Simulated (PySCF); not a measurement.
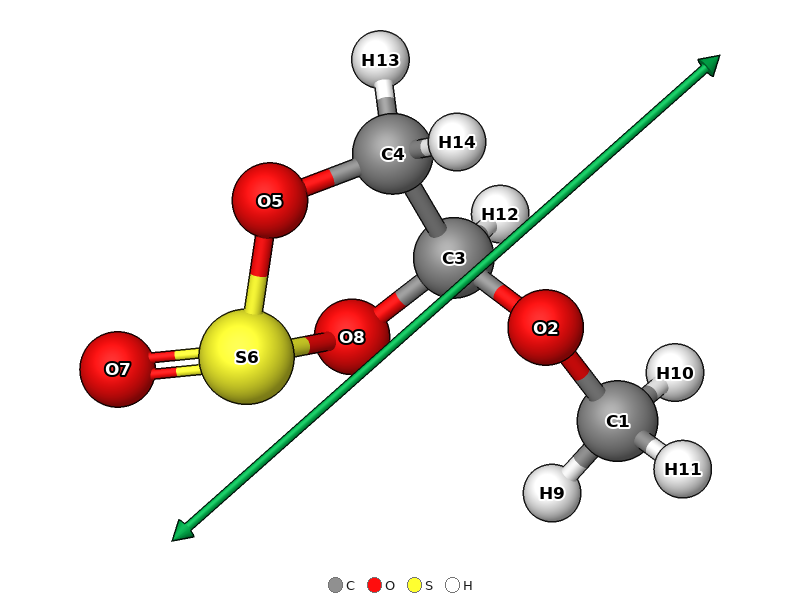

The double arrow shows the direction of the transition dipole to excited singlet state 3 (its length means nothing). The geometry was computed by an optimisation with GFN2-xTB. No frequency run is at hand to confirm it as a minimum. Method: TDDFT ωB97X-D/def2-SVPD, vertical, gas phase, core orbitals frozen in the response (PySCF 2.14.0).

Give its energy, strength and character.

Answer. 7.41 eV (167 nm), oscillator strength 0.040, mainly HOMO → LUMO+2 (weight 0.52); transition dipole 1.20 D.
